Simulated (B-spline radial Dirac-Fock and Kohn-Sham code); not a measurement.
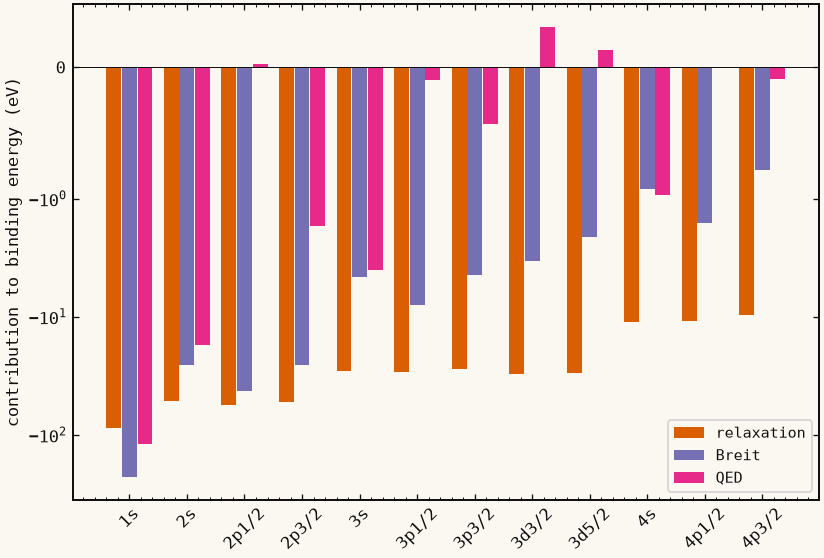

Bars give the relaxation, Breit and QED contributions (eV) to the binding energies of the deepest subshells, counted from the Koopmans value, on an axis that is logarithmic beyond ±1 eV. System: tungsten in charge state +4 (W⁴⁺) in the configuration [Xe] 4f14 5d2. Level of theory: Dirac–Fock ΔSCF (average of configuration, Fermi nucleus, Breit and QED terms, no correlation); calculated with a B-spline radial code. Open shells are averaged over j.

For 1s (bound by 69.576 keV) relaxation contributes −86.9 eV, the Breit interaction −229 eV and QED −120 eV, so Breit is the largest correction there. For 4p3/2 the three are −9.71 eV, −0.78 eV and −0.085 eV. Relaxation is largest in size for 1s.
